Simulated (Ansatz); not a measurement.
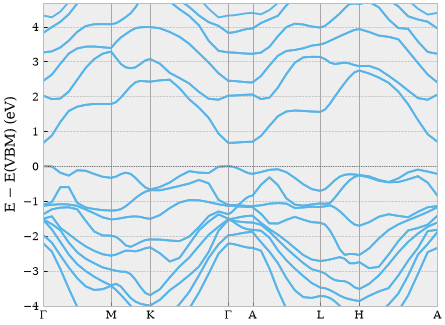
Fig. 1. Band structure from r²SCAN with spin–orbit coupling (plane waves, PAW; program Ansatz)

Question: Read off the gap and where the band edges lie.

Answer: About 0.7 eV (0.67 eV by a search for the band edges); maximum on the K–Γ line, 94 % of the way from K, minimum at Γ.

The material is Bi2S3 (La2O3 or Ni2Al3 type, P-3m1).

The cell is a constructed one: a structure type filled with these elements; neither database checked (COD, Materials Project) lists it. COD files the formula under space group No. 62. Whether it is the stable phase at ambient conditions was not checked. Symmetry was held in the r²SCAN relaxation; its stability against distortions is not shown here.

Potentials: the earlier of the program's two PAW sets. The files were generated under PBE; for other functionals the program regenerates the frozen cores, and for LDA and PBEsol the local potential too.
